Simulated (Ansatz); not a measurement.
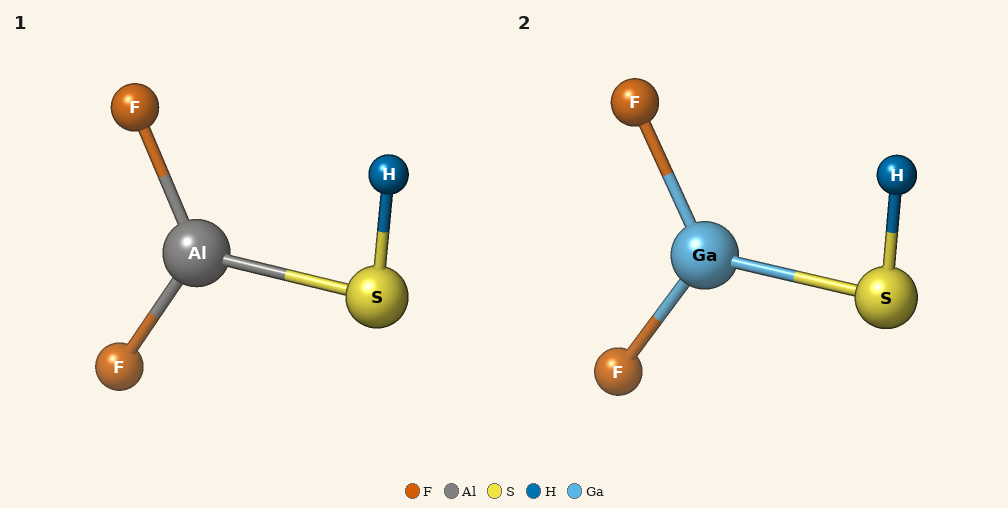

2 molecules with one skeleton, seen from the same side and at one scale. Charge 0, singlet. Computed geometries: PBE0-D4/def2-TZVP optimisations, one conformation each. Properties computed with Ansatz 0.2.0.

One atom differs, called X below: Al in panel 1, Ga in panel 2. Their formulas are AlF2HS (`[F][Al]([F])[SH]`), F2GaHS (`[F][Ga]([F])[SH]`).

In which is the HOMO energy (Kohn–Sham orbital) higher (PBE0-D4/def2-SVP)?

In panel 1 (X = Al).

In which is the angle F–X–F larger (PBE0-D4/def2-TZVP)?

In panel 1 (X = Al).

Give the values. With PBE0-D4/def2-TZVP: mean length of X–F (Å), length of X–S (Å), angle F–X–F (°). With PBE0-D4/def2-SVP: HOMO energy (Kohn–Sham orbital) (eV), HOMO–LUMO gap (eV). With ωB97M-V/def2-TZVPP: dipole moment (D).

| quantity | 1 (Al) | 2 (Ga) | 2 − 1 |
| --- | --- | --- | --- |
| mean length of X–F (Å) | 1.636 | 1.738 | +0.102 |
| length of X–S (Å) | 2.153 | 2.163 | +0.010 |
| angle F–X–F (°) | 119.3 | 115.1 | −4.2 |
| HOMO energy (Kohn–Sham orbital) (eV) | −8.21 | −8.50 | −0.29 |
| HOMO–LUMO gap (eV) | 7.32 | 6.99 | −0.33 |
| dipole moment (D) | 1.28 | 2.21 | +0.93 |
